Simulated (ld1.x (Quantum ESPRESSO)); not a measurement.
# Run report: Te, pseudopotential generation (part 2 of 2)

Continued. System: tellurium (Te, Z = 52), core [Kr], reference valence 4d10 5s2 5p4, valence charge 16. Method: TM potential, PBE, scalar-relativistic, made with ld1.x (Quantum ESPRESSO) 7.5.

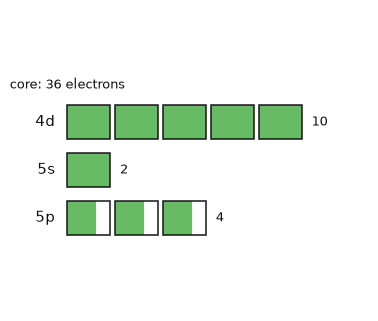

The valence shells of the reference configuration: a box for each of the 2l + 1 orbitals, shaded by the share of the shell that is filled, with the electron count at the right.

Output of the test run (extracts), continued:
```
     ---------------------- Testing the pseudopotential ----------------------

     Te
     scalar relativistic calculation

     atomic number is 52.00   valence charge is 16.00
     dft =PBE   lsd =0 sic =0 latt =0  beta=0.20 tr2=1.0E-14
     mesh =1245 r(mesh) =  99.36066 xmin = -7.00 dx = 0.01250

     n l     nl             e AE (Ry)        e PS (Ry)    De AE-PS (Ry)
     3 2     4D   1(10.00)       -3.82493       -3.82255       -0.00238
     1 0     5S   1( 1.00)       -1.78038       -1.77987       -0.00051
     2 1     5P   1( 4.00)       -1.05093       -1.05026       -0.00067

     eps = 8.2E-16  iter =  9

     Etot =  -13587.531278 Ry,   -6793.765639 Ha, -184867.780870 eV
     Etotps =  -214.976747 Ry,    -107.488374 Ha,   -2924.907649 eV
     dEtot_ae =       1.438456 Ry
     dEtot_ps =       1.438439 Ry,   Delta E=       0.000017 Ry

     Ekin =     128.888506 Ry,      64.444253 Ha,    1753.617463 eV
     Encl =    -288.014237 Ry,    -144.007118 Ha,   -3918.633320 eV
     Ehrt =     148.584374 Ry,      74.292187 Ha,    2021.593392 eV
     Ecxc =     -52.578717 Ry,     -26.289359 Ha,    -715.369891 eV
     (Ecc =     -25.504510 Ry,     -12.752255 Ha,    -347.006542 eV)
     Epseu=    -151.856673 Ry,     -75.928337 Ha,   -2066.115293 eV

     ---------------------- End of pseudopotential test ----------------------

     ---------------------- Testing the pseudopotential ----------------------

     Te
     scalar relativistic calculation

     atomic number is 52.00   valence charge is 16.00
     dft =PBE   lsd =0 sic =0 latt =0  beta=0.20 tr2=1.0E-14
     mesh =1245 r(mesh) =  99.36066 xmin = -7.00 dx = 0.01250

     n l     nl             e AE (Ry)        e PS (Ry)    De AE-PS (Ry)
     3 2     4D   1( 9.00)       -4.20658       -4.26599        0.05940  !
     1 0     5S   1( 2.00)       -1.88482       -1.88160       -0.00322
     2 1     5P   1( 4.00)       -1.11336       -1.10597       -0.00740  !

     eps = 1.4E-15  iter = 11

     Etot =  -13585.349634 Ry,   -6792.674817 Ha, -184838.098092 eV
     Etotps =  -212.762966 Ry,    -106.381483 Ha,   -2894.787622 eV
     dEtot_ae =       3.620100 Ry
     dEtot_ps =       3.652220 Ry,   Delta E=      -0.032120 Ry

     Ekin =     120.365110 Ry,      60.182555 Ha,    1637.650745 eV
     Encl =    -285.395474 Ry,    -142.697737 Ha,   -3883.003237 eV
     Ehrt =     143.947080 Ry,      71.973540 Ha,    1958.499795 eV
     Ecxc =     -51.595258 Ry,     -25.797629 Ha,    -701.989242 eV
     (Ecc =     -25.504510 Ry,     -12.752255 Ha,    -347.006542 eV)
     Epseu=    -140.084424 Ry,     -70.042212 Ha,   -1905.945682 eV

     ---------------------- End of pseudopotential test ----------------------

     ---------------------- Testing the pseudopotential ----------------------

     Te
     scalar relativistic calculation

     atomic number is 52.00   valence charge is 16.00
     dft =PBE   lsd =0 sic =0 latt =0  beta=0.20 tr2=1.0E-14
     mesh =1245 r(mesh) =  99.36066 xmin = -7.00 dx = 0.01250

     n l     nl             e AE (Ry)        e PS (Ry)    De AE-PS (Ry)
     3 2     4D   1(10.00)       -3.37963       -3.37737       -0.00226
     1 0     5S   1( 2.00)       -1.40661       -1.40631       -0.00029
     2 1     5P   1( 3.50)       -0.71205       -0.71191       -0.00014

     eps = 8.3E-15  iter = 10

     Etot =  -13588.683276 Ry,   -6794.341638 Ha, -184883.454598 eV
     Etotps =  -216.128690 Ry,    -108.064345 Ha,   -2940.580632 eV
     dEtot_ae =       0.286458 Ry
     dEtot_ps =       0.286496 Ry,   Delta E=      -0.000038 Ry

     Ekin =     128.418717 Ry,      64.209358 Ha,    1747.225651 eV
     Encl =    -294.953305 Ry,    -147.476653 Ha,   -4013.044160 eV
     Ehrt =     154.984231 Ry,      77.492115 Ha,    2108.667883 eV
     Ecxc =     -52.969611 Ry,     -26.484805 Ha,    -720.688272 eV
     (Ecc =     -25.504510 Ry,     -12.752255 Ha,    -347.006542 eV)
     Epseu=    -151.608721 Ry,     -75.804361 Ha,   -2062.741735 eV

     ---------------------- End of pseudopotential test ----------------------
```

Results in brief:

- outcome: generated
- cutoffs needed: 110 Ry and 180 Ry (the cutoffs, on a coarse ladder, from which the occupation-weighted sum of valence levels, in a spherical-Bessel basis at the reference potential, stays within 10 and 1 mRy of its value at 400 Ry); ghost states and empty shells don't enter this sum
- ghost test: no ghost state below the valence levels in the s, d, p, f channels (spherical-Bessel basis up to 400 Ry, 20 bohr box)
- largest excitation error: -437 meV (all-electron minus pseudo) for 4d9 5s2 5p4, out of 7 test configurations
- range over which the phases arctan(r u′/u) at the test radius agree within 0.05 rad (a looser test near the poles than one of phase shifts): s: up to about 1.7 Ry; p: up to about 3.9 Ry; d: up to about -0.3 Ry
- hardware: 1 CPU thread, shared host

Remarks:

An excitation error of 437 meV in its own tests makes this a poorly transferable potential. The scattering phases part by more than π/2 and stay apart in s from about 3.3 Ry: a level there is either far displaced or one that only the pseudo-atom has.
